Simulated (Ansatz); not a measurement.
**KBr: how the settings move a relaxation**

How sensitive is a relaxation of KBr to its settings? A reference run comes first, then one run with altered input.

Method: reference: DFT, PBE, PAW with Ansatz's default frozen-core files, scalar-relativistic, in Ansatz 0.2.0.

### 1 The structure to begin with

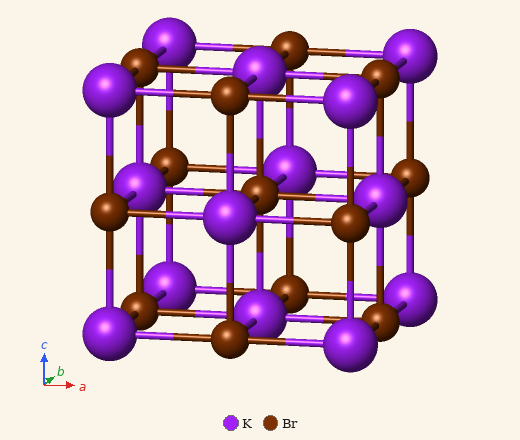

Start, viewed slightly off an axis; potassium purple, bromine brown. Atoms on the faces are drawn again on the opposite ones. The cell drawn here is the conventional one.

Structure file:

```cif
data_structure
_symmetry_space_group_name_H-M 'Fm-3m'
_symmetry_Int_Tables_number 225
_cell_length_a 6.7603
_cell_length_b 6.7603
_cell_length_c 6.7603
_cell_angle_alpha 90.000
_cell_angle_beta 90.000
_cell_angle_gamma 90.000
_cell_volume 308.96
loop_
_atom_site_label
_atom_site_type_symbol
_atom_site_symmetry_multiplicity
_atom_site_Wyckoff_symbol
_atom_site_fract_x
_atom_site_fract_y
_atom_site_fract_z
_atom_site_occupancy
K1 K 4 a 0.00000 0.00000 0.00000 1
Br1 Br 4 b 0.50000 0.00000 0.00000 1
```

### 2 Reference

The input, input.yaml:

```yaml
crystal:
  lattice:
    - [0.0, 3.3801514882, 3.3801514882]
    - [3.3801514882, 0.0, 3.3801514882]
    - [3.3801514882, 3.3801514882, 0.0]
  atoms:
    - { symbol: K, position: [0.0, 0.0, 0.0] }
    - { symbol: Br, position: [0.5, 0.5, 0.5] }
kpoints:
  mp_grid: { grid: [7, 7, 7] }
scf:
  occupations: { method: fermi_dirac, width: 0.02 }
hamiltonian:
  xc: pbe
  pseudopotentials: { kind: paw }
output:
  forces: true
  stress: true
  efg: { contact_densities: true }
relax:
  f_tol: 0.005
  max_steps: 80
  cell: {}
```

Command:

```sh
$ ansatz run input.yaml --threads 1 --pin off --max-ram 2048MiB --backend cpu --events-out ev --progress --plain --runs-dir out
```

From the output:

```text
[...]
Basis set: ecut = 420 eV, 1459 PW (Γ), exchange–correlation on 64×64×64 points (8 copies of the dense FFT grid, shifted against one another)
[...]
k-points: 20 of 343
[...]
SCF iter   1: F=—  HF=-4324.502351 eV  |F-HF|=—  |Δ(HF+E_count)|=         —  Δρ=1.92e-4  dr2=1.96e-5  ethr=1.77e-3  ⟨swp⟩=7.5  Hψ=1701  notcnv=0
preconditioner: auto → none  [insulator: Δε(μ)=4.240 eV  Ē_g=14.625 eV  σ=0.020 eV  W_gap=1.00  n_scr=14 (ndim 8)  ℏωp=15.8 eV  f_vac=0.085  D(μ)=0.00/eV (n_scr^D=0)  ε∞_Penn≈2.2]
SCF iter   2: F=—  HF=-4324.502179 eV  |F-HF|=—  |Δ(HF+E_count)|=   1.72e-4  Δρ=1.72e-4  dr2=3.42e-5  ethr=1.22e-7  ⟨swp⟩=3.4  Hψ=765  notcnv=0
[...]
relax step   1: F+E_penalty+E_count = -4324.50219036 eV  Δ(F+E_penalty+E_count) = +0.000e0 eV  max|allowed force component| = 2.777e-30 eV/Å  Δτ_max = 0.0000 Å  P = -0.310 GPa  Ω = 77.239 Å³  (6 SCF iters, dr2 threshold 1.00e-7 eV, accepted)
[...]
relax step   2: F+E_penalty+E_count = -4324.50338302 eV  Δ(F+E_penalty+E_count) = -1.193e-3 eV  max|allowed force component| = 1.496e-30 eV/Å  Δτ_max = 0.0000 Å  P = -0.191 GPa  Ω = 76.493 Å³  energy of the carried Pulay correction = +2.303e-5 eV  (4 SCF iters
[...]
relax step   3: F+E_penalty+E_count = -4324.50409732 eV  Δ(F+E_penalty+E_count) = -7.143e-4 eV  max|allowed force component| = 1.200e-30 eV/Å  Δτ_max = 0.0000 Å  P = +0.010 GPa  Ω = 75.319 Å³  energy of the carried Pulay correction = +5.975e-5 eV  (4 SCF iters
[...]
SCF iter   4: F=—  HF=-4324.504030 eV  |F-HF|=—  |Δ(HF+E_count)|=   9.63e-9  Δρ=2.87e-7  dr2=3.42e-11  ethr=1.65e-11  ⟨swp⟩=2.0  Hψ=380  notcnv=0
SCF iter   5: F=-4324.504030 eV  HF=-4324.504030 eV  |F-HF|=9.09e-13  |Δ(HF+E_count)|=  2.18e-11  Δρ=6.55e-8  dr2=5.37e-12  ethr=1.00e-12  ⟨swp⟩=6.0  Hψ=1047  notcnv=0
[...]
relax step   4: F+E_penalty+E_count = -4324.50403021 eV  Δ(F+E_penalty+E_count) = +6.711e-5 eV  max|allowed force component| = 1.397e-30 eV/Å  Δτ_max = 0.0000 Å  P = +0.010 GPa  Ω = 75.319 Å³  stress off target by 1.03e-2 GPa  SCF on the basis re-selected at t
[...]
SCF converged after 5 iterations
Free energy (F): -4324.504030 eV
[...]
E sigma→0 (E₀):  -4324.504030 eV
Fermi energy:    2.932962 eV
[...]
  P = ⅓ Tr σ = 0.0103 GPa (0.103 kbar)
[...]
--- Relaxed structure (3 steps of the walk, 3 accepted, 1 SCFs on fresh bases) ---
[...]
```

Run time: 10 s. Hardware: 1 thread, shared host.

### 3 Variant: f_tol 0.02, max_displacement 0.5

Changes to input.yaml since step 2:

```diff
@@ -19,5 +19,10 @@
   efg: { contact_densities: true }
+  write_density: true
+  write_potential: true
+  elf: true
+  volumetric_format: npy
 relax:
-  f_tol: 0.005
+  f_tol: 0.02
   max_steps: 80
   cell: {}
+  max_displacement: 0.5
```

Command:

```sh
$ ansatz run input.yaml --threads 1 --pin off --max-ram 2048MiB --backend cpu --events-out ev --progress --plain --runs-dir out
```

The program printed, cut to the lines that bear on the results:

```text
[...]
Pseudopotentials: kind: paw
Pseudopotential: K, paw, valence charge 9, recommended cutoff 420 eV (normal)
Pseudopotential: Br, paw, valence charge 7, recommended cutoff 420 eV (normal)
Functional definition: PBE
[...]
Crystal: 2 atoms, lattice volume = 77.239 Å³
Basis set: ecut = 420 eV, 1459 PW (Γ), exchange–correlation on 64×64×64 points (8 copies of the dense FFT grid, shifted against one another)
Bands: 12, of which v1, the nominal top of the filled ones, is band 8 counted from 1 (7 counted from 0)
Symmetry: 48 space group operations
Space group: Fm-3m (ITA 225), of the structure as read, at distance tolerance 4.3e-5 Å
k-points: 20 of 343
[...]
SCF iter   1: F=—  HF=-4324.502351 eV  |F-HF|=—  |Δ(HF+E_count)|=         —  Δρ=1.92e-4  dr2=1.96e-5  ethr=1.77e-3  ⟨swp⟩=7.5  Hψ=1701  notcnv=0
[...]
relax step   1: F+E_penalty+E_count = -4324.50219036 eV  Δ(F+E_penalty+E_count) = +0.000e0 eV  max|allowed force component| = 1.430e-30 eV/Å  Δτ_max = 0.0000 Å  P = -0.310 GPa  Ω = 77.239 Å³  (6 SCF iters, dr2 threshold 1.00e-7 eV, accepted)
[...]
relax step   3: F+E_penalty+E_count = -4324.50409733 eV  Δ(F+E_penalty+E_count) = -7.143e-4 eV  max|allowed force component| = 1.551e-29 eV/Å  Δτ_max = 0.0000 Å  P = +0.010 GPa  Ω = 75.319 Å³  energy of the carried Pulay correction = +5.974e-5 eV  (4 SCF iters, dr2 threshold 9.15e-8 eV, accepted)
[...]
--- Forces (eV/Å), atoms counted from 1 ---
  atom   1  K      0.00000000    -0.00000000     0.00000000
  atom   2  Br    -0.00000000     0.00000000     0.00000000
[...]
--- Stress (GPa, compression-positive) ---
        0.010339      -0.000000      -0.000000
       -0.000000       0.010339      -0.000000
       -0.000000      -0.000000       0.010339
  P = ⅓ Tr σ = 0.0103 GPa (0.103 kbar)
--- PAW observables at the nuclei: V_zz in 10²¹ V/m², potentials from the cell's mean, atoms counted from 1 ---
  atom   1  K  V_zz =    +0.000000   η = 0.0000   by run symmetry: forbidden
            electrostatic potential = -2062.229635 V   contact ρ = 34766.983547 e/Å³
  atom   2  Br V_zz =    +0.000000   η = 0.0000   by run symmetry: forbidden
            electrostatic potential = -4904.278112 V   contact ρ = 293235.570900 e/Å³
--- Band table (eV; the first three rows and the last of 20) ---
  k-point 0: bands = ["-27.1165", "-11.4757", "-10.5906", "-10.5906", "-10.5906", "0.7617", "0.7617", "0.7617", "5.0745", "8.3514", "8.3514", "8.3514"]
[...]
--- Relaxed structure (3 steps of the walk, 3 accepted, 1 SCFs on fresh bases) ---
  F+E_penalty+E_count = -4324.50403021 eV   max|allowed force component| = 2.380e-29 eV/Å   (the final SCF, on the basis selected at the relaxed cell)
  cell:  # Å, volume = 75.3191 Å³
    - [-8.662132455922502e-34, 3.3519044663677007, 3.3519044663677007]
    - [3.3519044663677007, -1.2483442445626162e-33, 3.3519044663677007]
    - [3.3519044663677007, 3.3519044663677007, -4.840384396282777e-34]
  atoms:
    - { symbol: K, position: [-2.0773091423229525e-36, 2.2256883667753827e-36, 2.6708260401413088e-36] }
    - { symbol: Br, position: [0.5000000000000001, 0.5000000000000001, 0.5000000000000001] }
```

It took 11 s on 1 thread, shared host.

Energy and cycle count are those of the reference, so the change (convergence setting and walk settings) left the result and the number of cycles as they were.

### 4 All runs together

| run | ending | energy change | pressure (GPa) | gap (eV) | force (eV/Å) | cycles | time |
| --- | --- | --- | --- | --- | --- | --- | --- |
| reference | converged | 0 | 0.0 | 4.31 | 0.00 | 19 | 10 s |
| 1: f_tol 0.02, max_displacement 0.5 | converged | 0.0 meV/atom | 0.0 | 4.31 | 0.00 | 19 | 11 s |

Times don't compare one to one where runs were asked for different outputs or read a saved state (see the inputs); cycles may leave out searches for a lower state.

**Reading.** Energy and cycle count are those of the reference, so the change (convergence setting and walk settings) left the result and the number of cycles as they were.

These are semilocal Kohn-Sham gaps, which aren't the measured quantity. Such gaps usually fall short of the measured ones.
